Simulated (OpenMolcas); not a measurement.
**One shape, several levels: InPH4O (SMILES O[PH][InH2])**

Wanted: a comparison of 6 runs (B2PLYP/def2-SVPD, B3LYP/def2-SVPD, BHLYP/def2-SVPD, PBE0/def2-SVPD, r2SCAN/def2-SVPD, MP2/def2-SVPD) of InPH4O. 

The results are computed with OpenMolcas 26.06.

1 further run of the same task is left out (it didn't finish).

### 1 The molecule

InPH4O: 7 atoms, total charge 0, spin state singlet. SMILES: `O[PH][InH2]`. The coordinates come from a PBE0-D4/def2-TZVP relaxation. This is one conformer, not always the lowest.

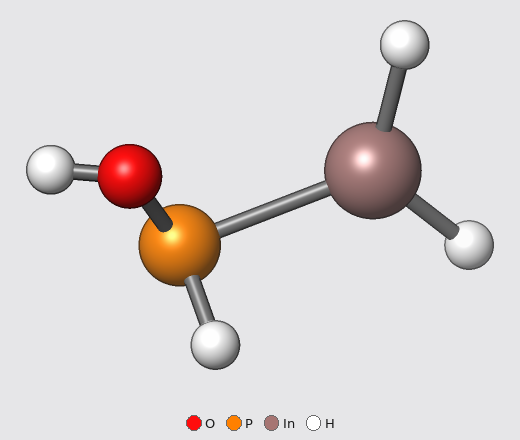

Viewed from a chosen angle; oxygen red, phosphorus orange, indium brown, hydrogen white.

### 2 A single-point energy at B2PLYP/def2-SVPD (core potential) (run 1)

calc.input reads:

```
* H4InOP Kohn-Sham DFT

&GATEWAY
  BasLib=$CurrDir
  Coord
  7
  bohr
  O     -3.48559984     0.27760077     0.14966631
  P     -1.17692143    -0.69919867    -1.76783879
  In     2.63975842     0.69145079     0.65365627
  H     -4.97810553     0.58921661    -0.83506997
  H     -0.91406053    -3.25429736    -0.93012320
  H      2.41544793     3.06740345     2.86860426
  H      5.49929200    -0.67217558    -0.13889487
  Basis=def2-SVPD
  Group=NoSym

&SEWARD
  GridInput
  Grid=UltraFine
  End of Grid

&SCF
  KSDFT=B2PLYP_SCF
  Thresholds=1e-10 1e-07 1e-07 1e-05
  PrOrbitals=1 2

&MBPT2
  Frozen=10
```

The basis set def2-SVPD is read from a file made from the Basis Set Exchange's data (not shown).

On the command line:

```bash
export MOLCAS_MEM=1860
pymolcas calc.input > calc.log
```

What it wrote:

```text
--- Start Module: gateway ---
[...]
--- Stop Module: gateway /rc=_RC_ALL_IS_WELL_ ---
[...]
      Basis functions          111
[...]
--- Start Module: scf ---
[...]
       Convergence after  13 Iterations
[...]
::    Total KS-DFT energy                            -608.3161287603
[...]
      Total spin, S                                     0.0000000000
[...]
      Total electronic charge=   48.000000
      Total            charge=   -0.000000
[...]
      Dipole Moment (debye):
      Origin of the operator (angstrom)=    0.6799    0.1976    0.0756
                   X= -3.7112E-01               Y= -5.3350E-02               Z= -4.3701E-01           Total=  5.7581E-01
      Quadrupole Moment (debye*angstrom):
[...]
--- Stop Module: scf /rc=_RC_ALL_IS_WELL_ ---
[...]
--- Start Module: mbpt2 ---
[...]
 ###    WARNING: MP2 implementation intended for RHF references only         ###
 ###############################################################################
MBPT2 WARNING: Reference function according to RunFile:KS-DFT
I'll assume you know what you're doing and continue
WARNING!
Default frozen orbitals as non valence orbitals is overwritten by user input.
Default values:   6
[...]
       Reference weight ( Cref**2 )         =        0.79256
::    Total MBPT2 energy                             -608.8448871718
[...]
      Total MBPT2 calculations                           0.47      0.53
--- Stop Module: mbpt2 /rc=_RC_ALL_IS_WELL_ ---
[...]
```

It took 25 s on 1 thread of Intel Xeon 6975P-C (Granite Rapids), shared host; peak memory 0.66 GiB.

### 3 Energy and forces at B3LYP/def2-SVPD (core potential) (run 2)

run.inp reads:

```
&GATEWAY
 BasLib=$CurrDir
 Coord
 7
 angstrom
 O       -1.844500       0.146900       0.079200
 P       -0.622800      -0.370000      -0.935500
 In       1.396900       0.365900       0.345900
 H       -2.634300       0.311800      -0.441900
 H       -0.483700      -1.722100      -0.492200
 H        1.278200       1.623200       1.518000
 H        2.910100      -0.355700      -0.073500
 Basis=def2-SVPD
 Group=NoSym

&SEWARD
 GridInput
 Grid=UltraFine
 End of Grid

&SCF
 KSDFT=B3LYP
 Thresholds=1e-10 1e-07 1e-07 1e-05
 PrOrbitals=1

&ALASKA
```

The basis set def2-SVPD is read from a file made from the Basis Set Exchange's data (not shown).

On the command line:

```bash
export MOLCAS_MEM=1860
pymolcas run.inp > run.log
```

What it wrote:

```text
--- Start Module: gateway ---
[...]
--- Stop Module: gateway /rc=_RC_ALL_IS_WELL_ ---
[...]
      Basis functions          111
[...]
--- Start Module: scf ---
[...]
       Convergence after  15 Iterations
[...]
::    Total KS-DFT energy                            -609.0236558300
[...]
      Total spin, S                                     0.0000000000
[...]
      Total electronic charge=   48.000000
      Total            charge=   -0.000000
[...]
      Dipole Moment (debye):
      Origin of the operator (angstrom)=    0.6799    0.1976    0.0756
                   X= -5.1241E-01               Y= -4.0078E-02               Z= -4.8472E-01           Total=  7.0649E-01
      Quadrupole Moment (debye*angstrom):
[...]
 *              Molecular gradients               *
 **************************************************
  Irreducible representation: a
 ------------------------------------------------------------------------------------------
                              X                       Y                       Z
 ------------------------------------------------------------------------------------------
  O1                1.17641154048105E-02   -4.88398960551928E-03   -1.10582139364368E-02
  P2               -1.00263808332270E-02    5.41224805155816E-03    1.61078780686381E-02
  IN3              -4.26300065705121E-03   -1.26675383590769E-03   -2.76901922510131E-03
  H4                4.93632543895828E-03   -1.40730173093950E-03   -1.04638910411570E-04
  H5                7.88030363348957E-05    3.24972613330132E-03   -1.00166432712889E-03
  H6                1.99052382162890E-04   -2.31014624853598E-03   -2.00799538788354E-03
  H7               -2.68891477195510E-03    1.20621723602143E-03    8.33653718184113E-04
 ------------------------------------------------------------------------------------------
[...]
```

Wall time 34 s (1 thread of Intel Xeon 6975P-C (Granite Rapids), shared host); peak memory 0.66 GiB.

Runs 3 to 4 aren't shown in full; the table further down has their settings and results.

### 4 Energy and gradient at r2SCAN/def2-SVPD (core potential) (run 5)

run.input reads:

```
* H4InOP Kohn-Sham DFT

&gateway
  baslib=$CurrDir
  coord
  7
  angstrom
  O       -1.844500       0.146900       0.079200
  P       -0.622800      -0.370000      -0.935500
  In       1.396900       0.365900       0.345900
  H       -2.634300       0.311800      -0.441900
  H       -0.483700      -1.722100      -0.492200
  H        1.278200       1.623200       1.518000
  H        2.910100      -0.355700      -0.073500
  basis=def2-SVPD
  group=NoSym

&seward
  gridinput
  Grid=UltraFine
  End of Grid

&scf
  ksdft=2
  1.0 MGGA_X_R2SCAN
  1.0 MGGA_C_R2SCAN
  thresholds=1e-10 1e-07 1e-07 1e-05
  prorbitals=0

&alaska
```

The basis set def2-SVPD is read from a file made from the Basis Set Exchange's data (not shown).

On the command line:

```bash
export MOLCAS_MEM=1860
pymolcas run.input > run.log
```

What it wrote:

```text
--- Start Module: gateway ---
[...]
--- Stop Module: gateway /rc=_RC_ALL_IS_WELL_ ---
[...]
      Basis functions          111
[...]
--- Start Module: scf ---
[...]
       Convergence after  16 Iterations
[...]
::    Total KS-DFT energy                            -608.9381720488
[...]
      Total spin, S                                     0.0000000000
[...]
      Total electronic charge=   48.000000
      Total            charge=   -0.000000
[...]
      Dipole Moment (debye):
      Origin of the operator (angstrom)=    0.6799    0.1976    0.0756
                   X= -5.8526E-01               Y= -2.9811E-02               Z= -3.6091E-01           Total=  6.8823E-01
      Quadrupole Moment (debye*angstrom):
[...]
 *              Molecular gradients               *
 **************************************************
  Irreducible representation: a
 ------------------------------------------------------------------------------------------
                              X                       Y                       Z
 ------------------------------------------------------------------------------------------
  O1                9.86350754492804E-03   -4.40594456387888E-03   -1.18037430453715E-02
  P2               -1.09604459885642E-02    2.82452712837955E-03    1.35496784864593E-02
  IN3              -2.64553799031653E-03   -4.31544928054528E-04   -1.72552678557292E-03
  H4                4.45840451325985E-03   -1.17403958644435E-03    1.30955364772944E-03
  H5               -2.88951895381251E-04    3.61402184885673E-03   -1.30622308879214E-03
  H6                2.72424874258187E-04   -7.64862182934589E-04   -4.41641730008158E-04
  H7               -6.99401058052551E-04    3.37842284122036E-04    4.17902515734925E-04
 ------------------------------------------------------------------------------------------
[...]
```

Wall time 44 s (1 thread of Intel Xeon 6975P-C (Granite Rapids), shared host); peak memory 0.66 GiB.

### 5 A single-point energy at MP2/def2-SVPD (core potential) (run 6)

mol.input reads:

```
&gateway
 baslib = $CurrDir
 basisset
 O.def2-SVPD....
 O1 -1.844500 0.146900 0.079200 angstrom
 End of Basis
 basisset
 P.def2-SVPD....
 P2 -0.622800 -0.370000 -0.935500 angstrom
 End of Basis
 basisset
 In.def2-SVPD....
 In3 1.396900 0.365900 0.345900 angstrom
 End of Basis
 basisset
 H.def2-SVPD....
 H4 -2.634300 0.311800 -0.441900 angstrom
 H5 -0.483700 -1.722100 -0.492200 angstrom
 H6 1.278200 1.623200 1.518000 angstrom
 H7 2.910100 -0.355700 -0.073500 angstrom
 End of Basis

&seward

&scf
 thresholds = 1e-10 1e-07 1e-07 1e-05
 prorbitals = 1 2

&mbpt2
 frozen = 10
```

The basis set def2-SVPD is read from a file made from the Basis Set Exchange's data (not shown).

On the command line:

```bash
export MOLCAS_MEM=1860
pymolcas mol.input > mol.log
```

What it wrote:

```text
--- Start Module: gateway ---
[...]
--- Stop Module: gateway /rc=_RC_ALL_IS_WELL_ ---
[...]
      Basis functions          111
[...]
--- Start Module: scf ---
[...]
       Convergence after  14 Iterations
[...]
::    Total SCF energy                               -606.9562998518
[...]
      Total spin, S                                     0.0000000000
[...]
      Total electronic charge=   48.000000
      Total            charge=   -0.000000
[...]
      Dipole Moment (debye):
      Origin of the operator (angstrom)=    0.6799    0.1976    0.0756
                   X= -2.5057E-01               Y= -7.3484E-02               Z= -3.5049E-01           Total=  4.3707E-01
      Quadrupole Moment (debye*angstrom):
[...]
--- Stop Module: scf /rc=_RC_ALL_IS_WELL_ ---
[...]
--- Start Module: mbpt2 ---
[...]
WARNING!
Default frozen orbitals as non valence orbitals is overwritten by user input.
Default values:   6
[...]
       Reference weight ( Cref**2 )         =        0.86158
::    Total MBPT2 energy                             -607.3799429821
[...]
      Total MBPT2 calculations                           0.49      0.55
--- Stop Module: mbpt2 /rc=_RC_ALL_IS_WELL_ ---
[...]
```

Wall time 11 s (1 thread of Intel Xeon 6975P-C (Granite Rapids), shared host); peak memory 0.66 GiB.

### 6 Overview of the runs

| run | level | task | frozen core orbitals | energy (Eh) | dipole moment (D) of the reference | HOMO energy (eV) | LUMO energy (eV) | wall time |
| --- | --- | --- | --- | --- | --- | --- | --- | --- |
| 1 | B2PLYP/def2-SVPD (core potential) | energy | 10 | -608.458894 | 0.58 | -7.40 | -0.90 | 25 s |
| 2 | B3LYP/def2-SVPD (core potential) | gradient | – | -609.023656 | 0.71 | -6.39 | -2.09 | 34 s |
| 3 | BHLYP/def2-SVPD (core potential) | gradient | – | -608.810275 | 0.58 | -7.48 | -1.16 | 30 s |
| 4 | PBE0/def2-SVPD (core potential) | gradient | – | -608.722580 | 0.62 | -6.58 | -1.82 | 34 s |
| 5 | r2SCAN/def2-SVPD (core potential) | gradient | – | -608.938172 | 0.69 | -5.75 | -2.28 | 44 s |
| 6 | MP2/def2-SVPD (core potential) | energy | 10 | -607.379943 | 0.44 | -8.89 | 0.71 | 11 s |

### 7 Summary of results

```
                                           quantity          value
                                run 6: total energy  -607.37994 Eh
          run 6: dipole moment (mean-field density)         0.44 D
         run 6: HOMO energy (Hartree–Fock orbitals)       -8.89 eV
         run 6: LUMO energy (Hartree–Fock orbitals)        0.71 eV
       run 6: HOMO–LUMO gap (Hartree–Fock orbitals)        9.60 eV
run 6: correlation energy (10 core orbitals frozen)     -423.6 mEh
```

In words: Over runs 1, 2, 3, 4, 5 the dipole moment (its size) runs from 0.58 D (B2PLYP/def2-SVPD) to 0.71 D (B3LYP/def2-SVPD). A double hybrid's value is that of its SCF part. Over runs 1, 2, 3, 4, 5 the HOMO–LUMO gap runs from 3.47 eV (r2SCAN/def2-SVPD) to 6.50 eV (B2PLYP/def2-SVPD). For B2PLYP the log adds the whole second-order term; the table takes 0.27 of it, as the functional is defined. Totals of different functionals can't be ranked against each other. All runs together took 3 min, the longest 44 s.
